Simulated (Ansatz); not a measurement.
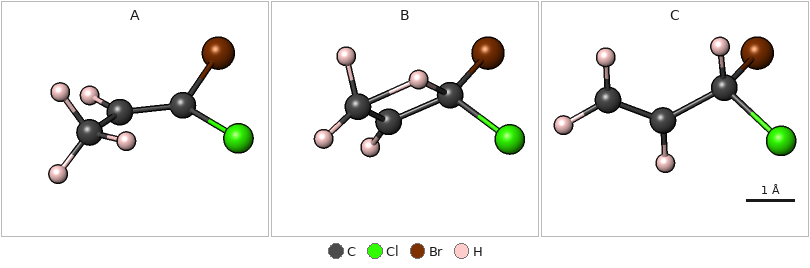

3 geometries from a converged minimum-energy path of C3H4BrCl, shuffled. Style: ball-and-stick. Shown at a tilt.

Theory: Ansatz 0.2.0, RKS r2SCAN-D4/def2-SVP. Set-up: 7 movable images; climbing image; force threshold 0.03 eV/Å; iteration limit 60; starting path through a guess of the saddle point.

**Which frame is the transition state?**

B. In order along the path, whose images run from 0 to 8: C (image 0, 0.0 kcal/mol), B (image 4, +82.0 kcal/mol), A (image 7, −0.7 kcal/mol). A hydrogen atom shifts from one atom to another. Breaking: C–H (1.10 → 2.69 Å). Forming: C–H (2.64 → 1.10 Å).

Cost: 2.3 min on 2 threads of AMD EPYC 9R45 96-Core Processor (Zen 5) (shared host), peak memory 0.2 GiB.
